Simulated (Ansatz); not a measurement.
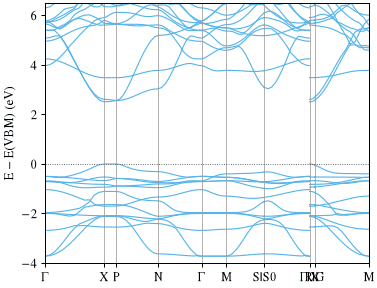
*Band structure from PBE in the plane-wave PAW code Ansatz*

Problem. Read off the gap and where the band edges lie.

Solution. About 2.5 eV (2.51 eV by a search for the band edges); maximum at X, minimum at X.

The material is Cs$_{2}$PbI$_{2}$Cl$_{2}$ in space group I4/mmm (No. 139; Cs on 4e, Pb on 2a, I on 4e, Cl on 4c).

The first step of the workflow began from a Materials Project structure, measured or hypothetical; the Crystallography Open Database copy checked does not list it. Whether it is the stable phase at ambient conditions was not checked. The cell was relaxed with PBE under the symmetry of its start; whether a distortion lowers the energy is not shown. Scalar-relativistic: spin–orbit coupling is off unless named, which matters more the heavier the elements.

Potentials: the later of the program's two PAW sets.
